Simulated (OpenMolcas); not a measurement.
**WCl4O (SMILES O=[W](Cl)(Cl)(Cl)Cl): levels of theory compared**

We compute a comparison of 6 runs (B2PLYP/def2-SVP, M06-2X/def2-SVP, M06-L/def2-SVP, PBE/def2-SVP, TPSS/def2-SVP, revPBE/def2-SVP) of WCl4O. 

The calculation is run with OpenMolcas 26.06.

**1. The molecule**

WCl4O: 6 atoms, total charge 0, spin state singlet. As SMILES, `O=[W](Cl)(Cl)(Cl)Cl`. Geometry: relaxed at PBE0-D4/def2-TZVP.

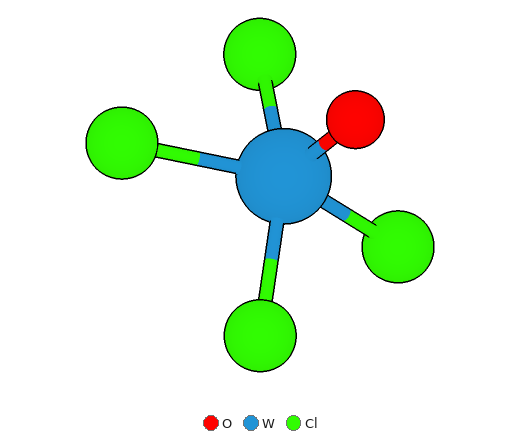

Viewed from a chosen angle; oxygen red, tungsten blue, chlorine green.

**2. The energy at B2PLYP/def2-SVP (core potential) (run 1)**

job.inp

```
&GATEWAY
  BasLib
  $CurrDir
  Coord
  6
  angstrom
  O       -0.010050      -1.747150       0.186510
  W       -0.000510      -0.089070       0.009510
  Cl       1.915280       0.567920       1.072290
  Cl      -1.910010       0.350500      -1.170330
  Cl       1.129180       0.249450      -1.950250
  Cl      -1.123900       0.668360       1.852270
  Basis
  def2-SVP
  Group
  NoSym

&SEWARD
  GridInput
  Grid=UltraFine
  End of Grid

&SCF
  KSDFT
  B2PLYP_SCF
  Thresholds
  1e-10 1e-07 1e-07 1e-05
  PrOrbitals
  1 1

&MBPT2
  Frozen
  21
```

The basis set def2-SVP is read from a file made from the Basis Set Exchange's data (not shown).

Launch:

```bash
$ export MOLCAS_MEM=1860
$ pymolcas job.inp > job.log
```

Output:

```text
--- Start Module: gateway ---
[...]
--- Stop Module: gateway /rc=_RC_ALL_IS_WELL_ ---
[...]
      Basis functions          118
[...]
--- Start Module: scf ---
[...]
       Convergence after  18 Iterations
[...]
::    Total KS-DFT energy                           -1981.5270129007
[...]
      Total spin, S                                     0.0000000000
[...]
      Total electronic charge=   90.000000
      Total            charge=   -0.000000
[...]
      Dipole Moment (debye):
      Origin of the operator (angstrom)=    0.0003    0.0585   -0.0062
                   X=  4.0721E-03               Y=  6.9392E-01               Z= -7.4070E-02           Total=  6.9787E-01
      Quadrupole Moment (debye*angstrom):
[...]
--- Stop Module: scf /rc=_RC_ALL_IS_WELL_ ---
[...]
--- Start Module: mbpt2 ---
[...]
 ###    WARNING: MP2 implementation intended for RHF references only         ###
 ###############################################################################
MBPT2 WARNING: Reference function according to RunFile:KS-DFT
I'll assume you know what you're doing and continue
WARNING!
Default frozen orbitals as non valence orbitals is overwritten by user input.
Default values:  21
[...]
       Reference weight ( Cref**2 )         =        0.57139
::    Total MBPT2 energy                            -1982.9526904270
[...]
      Total MBPT2 calculations                           1.09      1.24
--- Stop Module: mbpt2 /rc=_RC_ALL_IS_WELL_ ---
[...]
```

It took 42 s on 1 thread of Arm Neoverse V2, shared host; peak memory 0.74 GiB.

**3. Energy and gradient at M06-2X/def2-SVP (core potential) (run 2)**

test.input

```
&GATEWAY
  BASLIB = $CurrDir
  COORD
  6
  angstrom
  O       -0.010050      -1.747150       0.186510
  W       -0.000510      -0.089070       0.009510
  Cl       1.915280       0.567920       1.072290
  Cl      -1.910010       0.350500      -1.170330
  Cl       1.129180       0.249450      -1.950250
  Cl      -1.123900       0.668360       1.852270
  BASIS = def2-SVP
  GROUP = NoSym

&SEWARD
  GRIDINPUT
  Grid=UltraFine
  End of Grid

&SCF
  KSDFT = M062X
  THRESHOLDS = 1e-10 1e-07 1e-07 1e-05
  PRORBITALS = 1 2

&ALASKA
```

The basis set def2-SVP is read from a file made from the Basis Set Exchange's data (not shown).

Launch:

```bash
$ export MOLCAS_MEM=1860
$ pymolcas test.input > test.log
```

Output:

```text
--- Start Module: gateway ---
[...]
--- Stop Module: gateway /rc=_RC_ALL_IS_WELL_ ---
[...]
      Basis functions          118
[...]
--- Start Module: scf ---
[...]
       Convergence after  18 Iterations
[...]
::    Total KS-DFT energy                           -1982.4975155004
[...]
      Total spin, S                                     0.0000000000
[...]
      Total electronic charge=   90.000000
      Total            charge=   -0.000000
[...]
      Dipole Moment (debye):
      Origin of the operator (angstrom)=    0.0003    0.0585   -0.0062
                   X=  2.8806E-03               Y=  4.8613E-01               Z= -5.1884E-02           Total=  4.8890E-01
      Quadrupole Moment (debye*angstrom):
[...]
--- Stop Module: scf /rc=_RC_ALL_IS_WELL_ ---
[...]
--- Start Module: alaska ---
[...]
 *              Molecular gradients               *
 **************************************************
  Irreducible representation: a
 ------------------------------------------------------------------------------------------
                              X                       Y                       Z
 ------------------------------------------------------------------------------------------
  O1               -7.11572326224097E-05   -1.23082835578288E-02    1.31293413555822E-03
  W2                1.36180253253678E-04    2.31114814044995E-02   -2.46558289572957E-03
  CL3              -5.74462823576383E-03   -3.02567674621912E-03   -3.06612882432944E-03
  CL4               5.71055942690180E-03   -2.37532945422725E-03    3.64159432476185E-03
  CL5              -3.38450300164084E-03   -2.07431003524094E-03    5.98160373913359E-03
  CL6               3.35354878971827E-03   -3.32788161095898E-03   -5.40442047920564E-03
 ------------------------------------------------------------------------------------------
--- Stop Module: alaska /rc=_RC_ALL_IS_WELL_ ---
[...]
```

Run time: 66 s. Hardware: 1 thread of Arm Neoverse V2, shared host; peak memory 0.74 GiB.

Runs 3 to 4 aren't shown in full; the table further down has their settings and results.

**4. Energy and forces at TPSS/def2-SVP (core potential) (run 5)**

job.inp

```
>>> EXPORT MOLCAS_PRINT=2
&GATEWAY
BasLib=$CurrDir
Coord
6
bohr
O     -0.01899175    -3.30163500     0.35245282
W     -0.00096376    -0.16831791     0.01797130
Cl     3.61935465     1.07321326     2.02633443
Cl    -3.60939580     0.66234901    -2.21160318
Cl     2.13384095     0.47139218    -3.68543837
Cl    -2.12386319     1.26301735     3.50028301
Basis=def2-SVP
Group=NoSym
&SEWARD
GridInput
Grid=UltraFine
End of Grid
&SCF
KSDFT=2
1.0 MGGA_X_TPSS
1.0 MGGA_C_TPSS
Thresholds=1e-10 1e-07 1e-07 1e-05
PrOrbitals=1
&ALASKA
```

The basis set def2-SVP is read from a file made from the Basis Set Exchange's data (not shown).

Launch:

```bash
$ export MOLCAS_MEM=1860
$ pymolcas job.inp > job.log
```

Output:

```text
--- Start Module: gateway ---
[...]
--- Stop Module: gateway /rc=_RC_ALL_IS_WELL_ ---
[...]
      Basis functions          118
[...]
--- Start Module: scf ---
[...]
       Convergence after  25 Iterations
[...]
::    Total KS-DFT energy                           -1982.8410562208
[...]
      Total spin, S                                     0.0000000000
[...]
      Total electronic charge=   90.000000
      Total            charge=   -0.000000
[...]
      Dipole Moment (debye):
      Origin of the operator (angstrom)=    0.0003    0.0585   -0.0062
                   X=  3.3169E-03               Y=  5.6378E-01               Z= -6.0178E-02           Total=  5.6699E-01
      Quadrupole Moment (debye*angstrom):
[...]
--- Stop Module: scf /rc=_RC_ALL_IS_WELL_ ---
[...]
--- Start Module: alaska ---
[...]
 *              Molecular gradients               *
 **************************************************
  Irreducible representation: a
 ------------------------------------------------------------------------------------------
                              X                       Y                       Z
 ------------------------------------------------------------------------------------------
  O1                1.94861400828833E-04    3.39240701298245E-02   -3.62227731175624E-03
  W2               -1.37174902376858E-04   -2.44260450720430E-02    2.60903006412394E-03
  CL3              -1.11734341583833E-02   -3.00912797584907E-03   -6.28690521654107E-03
  CL4               1.11430009859923E-02   -1.74086242467375E-03    6.79274448235034E-03
  CL5              -6.58304334453064E-03   -1.15254787638142E-03    1.13443597390699E-02
  CL6               6.55579001860218E-03   -3.59548678067156E-03   -1.08369517573479E-02
 ------------------------------------------------------------------------------------------
--- Stop Module: alaska /rc=_RC_ALL_IS_WELL_ ---
[...]
```

Wall time 85 s (1 thread of Arm Neoverse V2, shared host); peak memory 0.74 GiB.

**5. Energy and forces at revPBE/def2-SVP (core potential) (run 6)**

geom.xyz

```xyz
6

O     -0.010050    -1.747150     0.186510
W     -0.000510    -0.089070     0.009510
Cl     1.915280     0.567920     1.072290
Cl    -1.910010     0.350500    -1.170330
Cl     1.129180     0.249450    -1.950250
Cl    -1.123900     0.668360     1.852270
```

calc.input

```
* Cl4OW Kohn-Sham DFT

&GATEWAY
  BasLib
  $CurrDir
  Coord
  geom.xyz
  Basis
  def2-SVP
  Group
  NoSym

&SEWARD
  GridInput
  Grid=UltraFine
  End of Grid

&SCF
  KSDFT
  revPBE
  Thresholds
  1e-10 1e-07 1e-07 1e-05
  PrOrbitals
  1

&ALASKA
```

The basis set def2-SVP is read from a file made from the Basis Set Exchange's data (not shown).

Launch:

```bash
$ export MOLCAS_MEM=1860
$ pymolcas calc.input > calc.log
```

Output:

```text
--- Start Module: gateway ---
[...]
--- Stop Module: gateway /rc=_RC_ALL_IS_WELL_ ---
[...]
      Basis functions          118
[...]
--- Start Module: scf ---
[...]
       Convergence after  23 Iterations
[...]
::    Total KS-DFT energy                           -1982.4403406085
[...]
      Total spin, S                                     0.0000000000
[...]
      Total electronic charge=   90.000000
      Total            charge=   -0.000000
[...]
      Dipole Moment (debye):
      Origin of the operator (angstrom)=    0.0003    0.0585   -0.0062
                   X=  3.3419E-03               Y=  5.6840E-01               Z= -6.0671E-02           Total=  5.7163E-01
      Quadrupole Moment (debye*angstrom):
[...]
--- Stop Module: scf /rc=_RC_ALL_IS_WELL_ ---
[...]
--- Start Module: alaska ---
[...]
 *              Molecular gradients               *
 **************************************************
  Irreducible representation: a
 ------------------------------------------------------------------------------------------
                              X                       Y                       Z
 ------------------------------------------------------------------------------------------
  O1                2.11976959313104E-04    3.69011396415075E-02   -3.94009000176254E-03
  W2               -1.37295167156867E-04   -2.44315430335682E-02    2.60955888580267E-03
  CL3              -1.36198533998879E-02   -3.89122039382528E-03   -7.64071765032170E-03
  CL4               1.35809418592956E-02   -2.34508022412161E-03    8.30527127607894E-03
  CL5              -8.02733648655618E-03   -1.62770366064535E-03    1.38515687819201E-02
  CL6               7.99156623512687E-03   -4.60559232943503E-03   -1.31855912918439E-02
 ------------------------------------------------------------------------------------------
--- Stop Module: alaska /rc=_RC_ALL_IS_WELL_ ---
[...]
```

It took 59 s on 1 thread of Arm Neoverse V2, shared host; peak memory 0.74 GiB.

**6. All runs side by side**

| run | level | task | frozen core orbitals | energy (Eh) | dipole moment (D) | HOMO energy (eV) | LUMO energy (eV) | wall time |
| --- | --- | --- | --- | --- | --- | --- | --- | --- |
| 1 | B2PLYP/def2-SVP (core potential) | energy | 21 | -1981.911946 | 0.70 | -10.09 | -3.94 | 42 s |
| 2 | M06-2X/def2-SVP (core potential) | gradient | – | -1982.497516 | 0.49 | -10.30 | -4.16 | 66 s |
| 3 | M06-L/def2-SVP (core potential) | gradient | – | -1982.777367 | 0.48 | -8.06 | -5.71 | 76 s |
| 4 | PBE/def2-SVP (core potential) | gradient | – | -1981.953578 | 0.61 | -7.58 | -5.49 | 54 s |
| 5 | TPSS/def2-SVP (core potential) | gradient | – | -1982.841056 | 0.57 | -7.78 | -5.58 | 85 s |
| 6 | revPBE/def2-SVP (core potential) | gradient | – | -1982.440341 | 0.57 | -7.55 | -5.45 | 59 s |

**7. What came out**

```
                       quantity           value
            run 6: total energy  -1982.44034 Eh
           run 6: dipole moment          0.57 D
             run 6: HOMO energy        -7.55 eV
             run 6: LUMO energy        -5.45 eV
           run 6: HOMO–LUMO gap         2.10 eV
run 6: largest force on an atom      1.908 eV/Å
```

The dipole moment (its size) runs from 0.48 D (M06-L/def2-SVP) to 0.70 D (B2PLYP/def2-SVP). A double hybrid's value is that of its SCF part. The HOMO–LUMO gap runs from 2.09 eV (PBE/def2-SVP) to 6.16 eV (B2PLYP/def2-SVP). For B2PLYP the log adds the whole second-order term; the table takes 0.27 of it, as the functional is defined. Totals of different functionals can't be ranked against each other. All runs together took 6.4 min, the longest 85 s.
